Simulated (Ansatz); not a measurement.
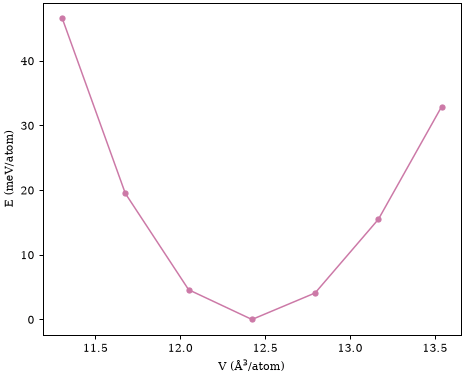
*Zn3GaNO3 in space group P3m1 (No. 156; Pearson symbol hP8) under volume change, PBE in the plane-wave PAW code Ansatz, shape and atoms relaxed at each volume.*

Q: What does a third-order Birch–Murnaghan fit give for V₀, B₀ and B′?

A: V₀ = 12.42 Å³/atom, B₀ = 123 GPa, B′ = 4.8.

The start of the workflow was typed in or built on a structure type; neither database checked (COD, Materials Project) lists it. Whether it is the stable phase at ambient conditions was not checked. Symmetry was held in the PBE relaxation; its stability against distortions is not shown here.

Potentials: the earlier of the program's two PAW sets.
